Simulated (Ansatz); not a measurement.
**CAM-B3LYP/def2-SVP run of CH7BNP (SMILES CB(N)P)**

Aim: the vertical singlet–triplet gap of CH7BNP at CAM-B3LYP/def2-SVP, from 2 runs. 

The results are computed with Ansatz 0.2.0.

94 further runs of the same task are left out: 94 set aside as unsound or not needed.

## 1. The structure to begin with

CH7BNP has 11 atoms, charge 0, and is taken as a singlet. SMILES: `CB(N)P`. Geometry: relaxed at PBE0-D4/def2-TZVP. This is one conformer, not always the lowest.

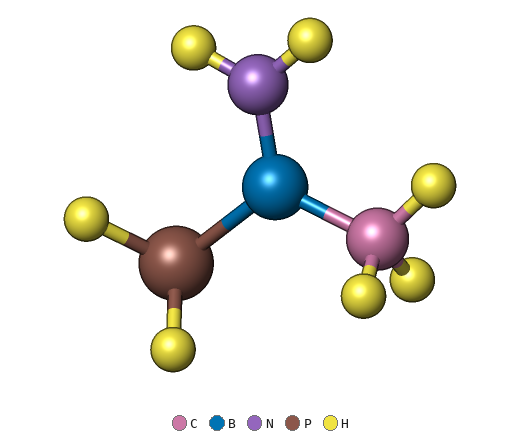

Viewed from a chosen angle; carbon pink, boron blue, nitrogen purple, phosphorus brown, hydrogen yellow.

## 2. A single-point energy at CAM-B3LYP/def2-SVP

in.yaml

```yaml
basis:
  gaussian:
    orbitals: def2-SVP
crystal:
  periodic: [false, false, false]
  atoms:
    - {symbol: C, position_ang: [-1.093200, 0.922600, -0.128000]}
    - {symbol: B, position_ang: [0.002900, -0.179800, 0.111900]}
    - {symbol: "N", position_ang: [0.427100, -0.495900, 1.401400]}
    - {symbol: P, position_ang: [0.670900, -1.204900, -1.389100]}
    - {symbol: H, position_ang: [-1.903500, 0.553200, -0.763700]}
    - {symbol: H, position_ang: [-1.537000, 1.299300, 0.798300]}
    - {symbol: H, position_ang: [-0.659600, 1.776600, -0.659200]}
    - {symbol: H, position_ang: [1.134100, -1.179200, 1.611000]}
    - {symbol: H, position_ang: [0.043300, -0.049800, 2.218400]}
    - {symbol: H, position_ang: [2.007200, -1.393300, -0.948800]}
    - {symbol: H, position_ang: [0.973300, -0.105700, -2.231400]}
hamiltonian:
  xc: {name: CAM-B3LYP}
accuracy: high
output: {orbitals: {seedname: orbitals}}
```

Started as:

```
$ ansatz run in.yaml --threads 1 --pin off --max-ram 3480MiB --events-out events.jsonl --progress --plain --runs-dir runs
```

What it wrote:

```text
Warning: RAYON_NUM_THREADS=1 ignored (pool sized by the plan → 1); use --threads N
Functional definition: CAM-B3LYP
  name "CAM-B3LYP"
  parameter alpha = 0.19
  parameter beta = 0.46
  parameter omega = 0.33/bohr
  parameter ac = 0.81
  exchange = (1 - alpha - beta)*b88_x + beta*b88_x_sr(omega) + alpha*exact_x + beta*exact_x_lr(omega)
  correlation = (1 - ac)*vwn5_c + ac*lyp_c
2303 factors; integrals over basis functions are off by at most 3.8e-9 eV
457 factors; integrals over basis functions are off by at most 2.1e-9 eV
mean field evaluation 1: about -12594.0697 eV, gradient 5.4e1 eV
mean field evaluation 2: about -12593.9998 eV, gradient 5.5e1 eV
mean field evaluation 4: about -12600.4619 eV, gradient 2.0e0 eV
mean field evaluation 8: about -12600.6418 eV, gradient 1.4e-1 eV
mean field evaluation 16: about -12600.6418 eV, gradient 2.2e-5 eV
mean field -12600.64184251 eV, -463.0650466903 hartree, gradient 3.9e-8 eV, S^2 0.000000; 0 other end points of the search recorded, 0 dependent functions left out
reference -12600.64186321 eV, -463.0650474512 hartree; 20, 20 occupied and 75, 75 virtual orbitals, 2303 factors
Total energy: -12600.64186321 eV, -463.0650474512 hartree
```

Wall time 5.7 s (1 thread of Intel Xeon 6975P-C (Granite Rapids), shared host); peak memory 0.39 GiB.

## 3. The triplet, same level

run.yaml

```yaml
basis:
  gaussian: {orbitals: def2-SVP}
crystal:
  periodic: [false, false, false]
  atoms:
    - symbol: C
      position_ang: [-1.093200, 0.922600, -0.128000]
    - symbol: B
      position_ang: [0.002900, -0.179800, 0.111900]
    - symbol: N
      position_ang: [0.427100, -0.495900, 1.401400]
    - symbol: P
      position_ang: [0.670900, -1.204900, -1.389100]
    - symbol: H
      position_ang: [-1.903500, 0.553200, -0.763700]
    - symbol: H
      position_ang: [-1.537000, 1.299300, 0.798300]
    - symbol: H
      position_ang: [-0.659600, 1.776600, -0.659200]
    - symbol: H
      position_ang: [1.134100, -1.179200, 1.611000]
    - symbol: H
      position_ang: [0.043300, -0.049800, 2.218400]
    - symbol: H
      position_ang: [2.007200, -1.393300, -0.948800]
    - symbol: H
      position_ang: [0.973300, -0.105700, -2.231400]
magnetization: {spin_polarized: true, initial_magnetization: 2}
hamiltonian: {xc: {name: CAM-B3LYP}}
accuracy: high
output: {orbitals: {seedname: orbitals}}
```

Started as:

```
$ ansatz run run.yaml --threads 1 --pin off --max-ram 3480MiB --events-out events.jsonl --progress --plain --runs-dir runs
```

What it wrote, cut to the lines that bear on the results:

```text
Warning: RAYON_NUM_THREADS=1 ignored (pool sized by the plan → 1); use --threads N
[... 2 set-up lines as earlier in the session ...]
[...]
2306 factors; integrals over basis functions are off by at most 3.8e-9 eV
457 factors; integrals over basis functions are off by at most 2.1e-9 eV
[...]
mean field -12595.05777596 eV, -462.8598360297 hartree, gradient 6.8e-8 eV, S^2 2.003987; 6 other end points of the search recorded, 0 dependent functions left out
reference -12595.05779735 eV, -462.8598368159 hartree; 21, 19 occupied and 74, 76 virtual orbitals, 2306 factors
Total energy: -12595.05779735 eV, -462.8598368159 hartree
```

Wall time 20 s (1 thread of Intel Xeon 6975P-C (Granite Rapids), shared host); peak memory 0.55 GiB.

## 4. Outcome

Level: CAM-B3LYP/def2-SVP.

```
                                        quantity          value
                           singlet: total energy  -463.06505 Eh
                            singlet: HOMO energy       -7.99 eV
                            singlet: LUMO energy        1.81 eV
                          singlet: HOMO–LUMO gap        9.80 eV
                           triplet: total energy  -462.85984 Eh
     triplet: HOMO energy (highest over α and β)       -2.61 eV
                                   triplet: ⟨S²⟩          2.004
vertical energy of the triplet above the singlet       5.584 eV
```

What this shows: At this shape the triplet lies 5.58 eV (129 kcal/mol) above the singlet.
